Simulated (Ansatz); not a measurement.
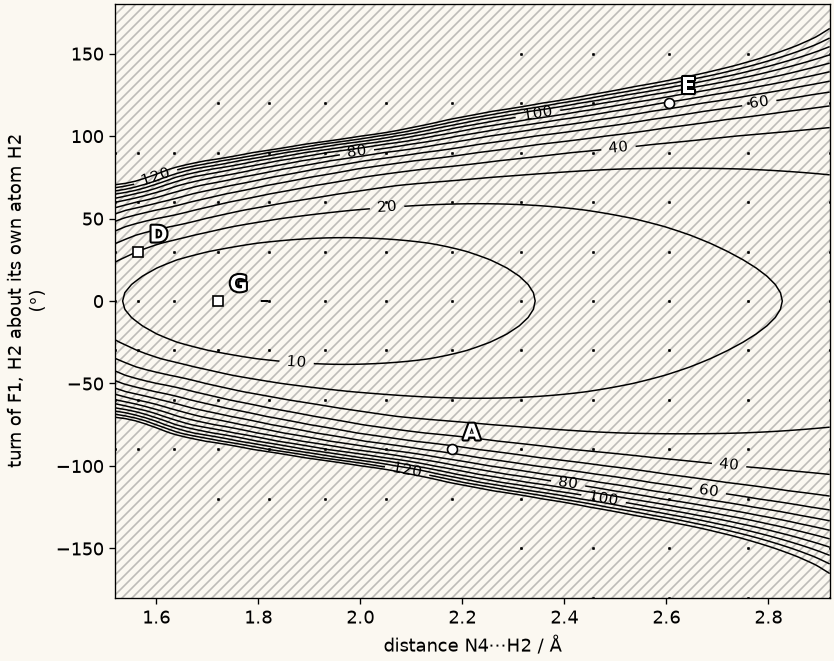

The pair FH···CHN. The turn is about an axis along (0.31, −0.95, 0.05) in the frame of the relaxed pair, normal to the line between the partners. First axis: distance N4···H2. Second axis: turn of F1, H2 about its own atom H2. Grid: 13 × 12 points; 115 points were computed and 10 follow by symmetry. At 31 points there is no value (left out of the scan, as a rule where atoms come close). Points are written as (first, second). Energies are in kJ/mol, from the lowest grid point. The calculation used RKS wB97X-V/def2-SVPD in Ansatz 0.2.0.

Drawn: contour lines labelled in kJ/mol (none above 130), dots at the grid points, hatched blanks where no value was computed, lettered points. Between grid points the surface is interpolated.

Question: Is D the lowest point of the computed grid?

Answer: No. D lies 20 kJ/mol above the lowest grid point, which is at (1.821 Å, 0°).

Question: Rank the lettered points by energy, lowest first.

Answer: G (0.7 kJ/mol), D (20 kJ/mol), A (54 kJ/mol), E (78 kJ/mol).
